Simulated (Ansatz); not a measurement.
Input file:

```
crystal:
  lattice:
    - [2.8650734758, 0.0, 0.0]
    - [-1.4325367379, 2.4812264138, 0.0]
    - [0.0, 0.0, 21.948506553]
  atoms:
    - { symbol: Al, position: [0.3333333333, 0.6666666667, 0.8408400623] }
    - { symbol: Al, position: [0.3333333333, 0.6666666667, 0.0524876197] }
    - { symbol: Al, position: [0.3333333333, 0.6666666667, 0.4475123803] }
    - { symbol: Al, position: [0.3333333333, 0.6666666667, 0.6591599377] }
    - { symbol: Al, position: [0.6666666667, 0.3333333333, 0.9475123803] }
    - { symbol: Al, position: [0.6666666667, 0.3333333333, 0.1591599377] }
    - { symbol: Al, position: [0.6666666667, 0.3333333333, 0.3408400623] }
    - { symbol: Al, position: [0.6666666667, 0.3333333333, 0.5524876197] }
    - { symbol: Cu, position: [0.3333333333, 0.6666666667, 0.25] }
    - { symbol: Cu, position: [0.6666666667, 0.3333333333, 0.75] }
basis:
  ecutwfc: 420
kpoints:
  mp_grid: { grid: [18, 18, 2] }
hamiltonian:
  xc: pbe
scf:
  occupations: { method: gaussian, width: 0.1 }
output:
  forces: true
  stress: true
  eigenvalues: true
  write_density: true
  write_potential: true
  elf: true
  volumetric_format: npy
relax:
  adjacent_minimum: "off"
  f_tol: 0.01
  max_steps: 80
  cell: { stress_tol: 0.05 }
```

Run with:

```sh
ansatz run input.yaml --threads 1 --pin off --max-ram 2560MiB --backend cpu --events-out ev --progress --plain --runs-dir out
```

Below, planes, directions and counts refer to the conventional cell (a = 2.84 Å, b = 2.84 Å, c = 22.23 Å, α = 90.00°, β = 90.00°, γ = 120.00°).

The fields are those of the relaxed geometry.

Space group P6₃/mmc; a structure generated by program, which may or may not match a known phase; computed without spin polarisation.

Computed with Ansatz 0.2.0, DFT PBE, scalar-relativistic, plane waves, PAW.

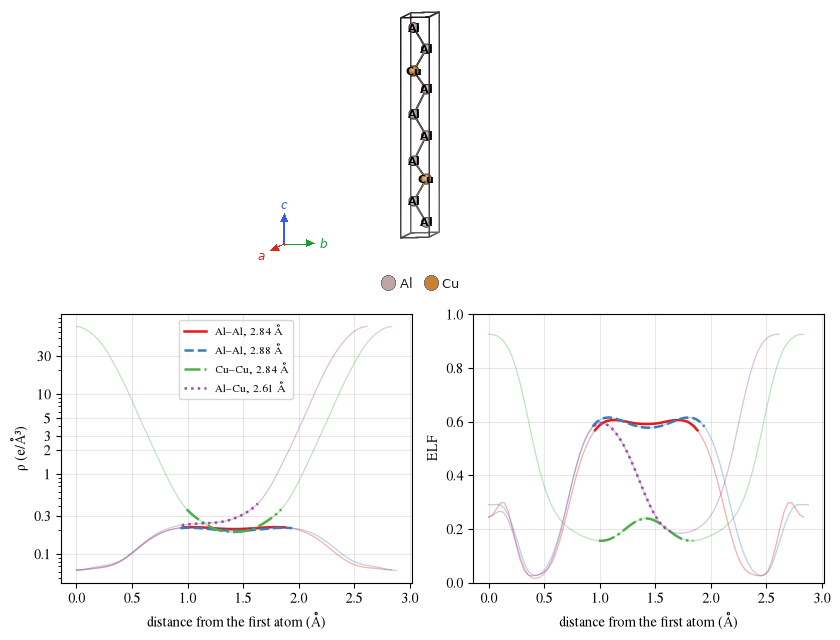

Al4Cu. Valence charge density (pseudo) and ELF along straight lines between neighbouring atoms. Thin, pale parts lie inside the atomic spheres. The structure is drawn too.

The density is the valence pseudo-density of a PAW calculation; it isn't the true density close to the nuclei.

> Compare the contacts.

Al–Al (2.84 Å): the density is about 0.2 e/Å³ at the midpoint; the ELF peaks at about 0.60 between the atoms.
Al–Al (2.88 Å): the density is about 0.2 e/Å³ at the midpoint; the ELF peaks at about 0.60 between the atoms.
Cu–Cu (2.84 Å): ρ is about 0.19 e/Å³ halfway; the ELF is about 0.25 at the midpoint (no localised pair shows between them).
Al–Cu (2.61 Å): ρ at the midpoint is about 0.25 e/Å³; the ELF is about 0.45 at the midpoint.
